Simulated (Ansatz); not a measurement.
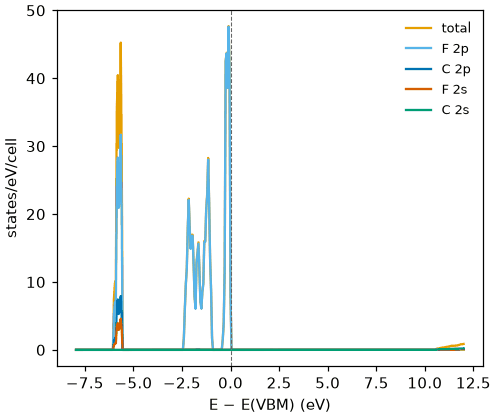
Figure. Total and projected density of states of CF4 in space group C2/c (No. 15; F on 8f, C on 4e, F on 8f), the program Ansatz at the r²SCAN+D4 level (PAW)

Problem. Which orbitals carry the states next to the gap?

Solution. Top 1 eV of the valence band: F 2p 100 %. Bottom 1 eV of the conduction band: C 2s 30 %, F 2p 9 %, C 2p 7 %, F 2s 5 %, outside the projected shells 49 %. Projections are on Löwdin-orthogonalised atomic valence shells; empty p or d shells of many metals are not among them.

The workflow started from an entry of the Crystallography Open Database (COD). The r²SCAN+D4 relaxation kept the symmetry of its start; its stability against distortions is not shown here. The substance is a gas or liquid at ambient conditions.

Potentials: the later of the program's two PAW sets.
